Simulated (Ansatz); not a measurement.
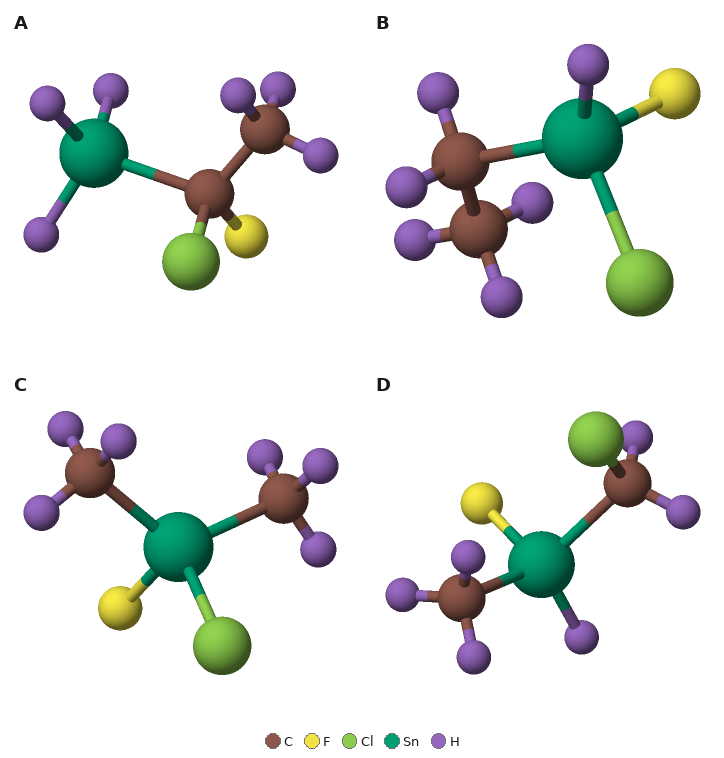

(Drawn from a calculation with Ansatz.)

**Which panel belongs to which SMILES?**
(1) [CH3][Sn@@H]([F])[CH2]Cl
(2) C[C@@](F)(Cl)[SnH3]
(3) [CH3][Sn]([CH3])([F])[Cl]
(4) C[CH2][Sn@H]([F])[Cl]

A is (2), B is (4), C is (3), D is (1).
